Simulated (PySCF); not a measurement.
**UM06-L/aug-cc-pVTZ run of Si2 (disilicon)**

What is the vertical electron affinity of Si2 (disilicon) at UM06-L/aug-cc-pVTZ? The job is set up through a Python script.

Program for the calculation: PySCF 2.14.0.

4 further runs of the same task are left out: 4 set aside as unsound or not needed.

## 1. The system as given

Si2 has 2 atoms, charge 0, and is taken as a triplet. SMILES: `[Si]=[Si]`. Geometry: relaxed at GFN2-xTB.

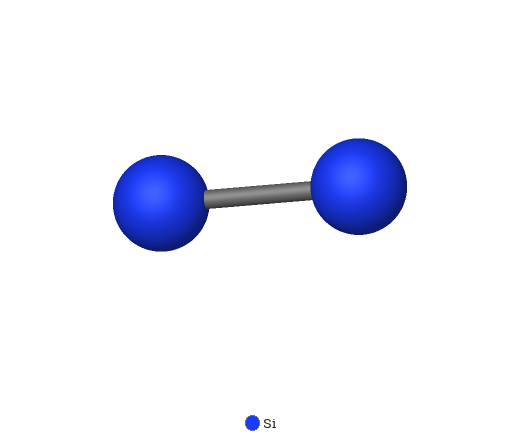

Viewed from a chosen angle; silicon blue.

## 2. A single-point energy at UM06-L/aug-cc-pVTZ

calc.py

```python
from pyscf import gto, dft

mol = gto.M(
    atom='''
Si       0.000000       0.000000       0.000000
Si       0.000000       0.000000       2.174210
''',
    verbose=4,
    spin=2,
    basis='aug-cc-pvtz',
    max_memory=1860,
)

mf = dft.UKS(mol, xc='m06-l')
mf.conv_tol = 1e-10
mf.grids.level = 5
mf.kernel()
if not mf.converged:
    mf = mf.newton().run(mf.mo_coeff, mf.mo_occ)

etot = mf.e_tot
print(f'total energy: {etot:.8f} hartree')
```

Command:

```console
OMP_NUM_THREADS=1 python calc.py
```

Log:

```text
PySCF version 2.14.0

[INPUT] num. atoms = 2
[INPUT] num. electrons = 28
[INPUT] charge = 0
[INPUT] spin (= nelec alpha-beta = 2S) = 2
[INPUT] symmetry False subgroup None
[INPUT] Mole.unit = angstrom
[INPUT] Symbol           X                Y                Z      unit          X                Y                Z       unit  Magmom
[INPUT]  1 Si     0.000000000000   0.000000000000   0.000000000000 AA    0.000000000000   0.000000000000   0.000000000000 Bohr   0.0
[INPUT]  2 Si     0.000000000000   0.000000000000   2.174210000000 AA    0.000000000000   0.000000000000   4.108661437291 Bohr   0.0

nuclear repulsion = 47.7041009563566
number of shells = 26
number of NR pGTOs = 150
number of NR cGTOs = 100
basis = aug-cc-pvtz
ecp = {}

******** <class 'pyscf.dft.uks.UKS'> ********
method = UKS
initial guess = minao
damping factor = 0
level_shift factor = 0
DIIS = <class 'pyscf.scf.diis.CDIIS'>
diis_start_cycle = 1
diis_space = 8
diis_damp = 0
SCF conv_tol = 1e-10
SCF conv_tol_grad = None
SCF max_cycles = 50
direct_scf = True
direct_scf_tol = 1e-13
number electrons alpha = 15  beta = 13
XC library pyscf.dft.libxc version 7.0.0
    S. Lehtola, C. Steigemann, M. J.T. Oliveira, and M. A.L. Marques.,  SoftwareX 7, 1–5 (2018)
XC functionals = m06-l
    Y. Zhao and D. G. Truhlar.,  Theor. Chem. Acc. 120, 215 (2008)
radial grids:
    Treutler-Ahlrichs [JCP 102, 346 (1995); DOI:10.1063/1.469408] (M4) radial grids

becke partition: Becke, JCP 88, 2547 (1988); DOI:10.1063/1.454033
pruning grids: <function nwchem_prune>
grids dens level: 5
symmetrized grids: False
atomic radii adjust function: <function treutler_atomic_radii_adjust>
small_rho_cutoff = 0
Set gradient conv threshold to 1e-05
tot grids = 87104
init E= -578.891784090545
[... the frontier-level lines of each cycle are left out ...]



cycle= 1 E= -578.841052546666  delta_E= 0.0507  |g|= 0.119  |ddm|=  1.1
cycle= 2 E= -578.843768315951  delta_E= -0.00272  |g|= 0.0971  |ddm|= 0.291
cycle= 3 E= -578.851844712816  delta_E= -0.00808  |g|= 0.021  |ddm|= 0.126
cycle= 4 E= -578.852198091051  delta_E= -0.000353  |g|= 0.00449  |ddm|= 0.0784
cycle= 5 E= -578.852208968646  delta_E= -1.09e-05  |g|= 0.000457  |ddm|= 0.0219
cycle= 6 E= -578.852209221005  delta_E= -2.52e-07  |g|= 7.9e-05  |ddm|= 0.00554
cycle= 7 E= -578.852209228564  delta_E= -7.56e-09  |g|= 1.1e-05  |ddm|= 0.00132
cycle= 8 E= -578.852209228713  delta_E= -1.49e-10  |g|= 1.96e-06  |ddm|= 0.000158
cycle= 9 E= -578.852209228729  delta_E= -1.67e-11  |g|= 1.3e-06  |ddm|= 4.8e-05
Extra cycle  E= -578.852209228742  delta_E= -1.23e-11  |g|= 1.28e-06  |ddm|= 1.22e-05
converged SCF energy = -578.852209228742  <S^2> = 2.0068475  2S+1 = 3.0045615
total energy: -578.85220923 hartree
```

Run time: 23 s. Hardware: 1 thread of Arm Neoverse V2, shared host; peak memory 0.54 GiB.

## 3. The doublet anion at the same level

job.py

```python
from pyscf import gto, dft

mol = gto.M(
    atom='''
Si     0.000000     0.000000     0.000000
Si     0.000000     0.000000     4.108661
''',
    unit='bohr',
    basis='aug-cc-pvtz',
    max_memory=1860,
    spin=1,
    charge=-1,
    verbose=3,
)

calc0 = dft.UKS(mol, xc='m06-l')
calc0.conv_tol = 1e-10
calc0.grids.level = 5
calc0.kernel()
if not calc0.converged:
    calc0 = calc0.newton().run(calc0.mo_coeff, calc0.mo_occ)

etot = calc0.e_tot
print('E(%s) = %.9f' % ('M06-L', etot))
```

Command:

```console
OMP_NUM_THREADS=1 python job.py
```

Log:

```text
WARN: HOMO -0.196424908961641 >= LUMO -0.196424908961642

converged SCF energy = -578.925656390336  <S^2> = 0.75825659  2S+1 = 2.0082396
E(M06-L) = -578.925656390
```

Wall time 25 s (1 thread of Arm Neoverse V2, shared host); peak memory 0.54 GiB.

## 4. Summary of results

Level: UM06-L/aug-cc-pVTZ.

```
                                         quantity          value
                        triplet Si2: total energy  -578.85221 Eh
                       triplet Si2: dipole moment         0.00 D
  triplet Si2: HOMO energy (highest over α and β)       -4.92 eV
   triplet Si2: LUMO energy (lowest over α and β)       -4.50 eV
                                triplet Si2: ⟨S²⟩          2.007
                      doublet anion: total energy  -578.92566 Eh
doublet anion: HOMO energy (highest over α and β)        0.33 eV
 doublet anion: LUMO energy (lowest over α and β)        0.79 eV
                              doublet anion: ⟨S²⟩          0.758
vertical electron affinity (to the doublet anion)       1.999 eV
```

What this shows: At fixed nuclei the extra electron is bound by 2.00 eV (193 kJ/mol). The HOMO (doublet anion) lies at positive energy, 0.33 eV, as semi-local functionals often give for anions; only total energies tell whether the electron is bound.
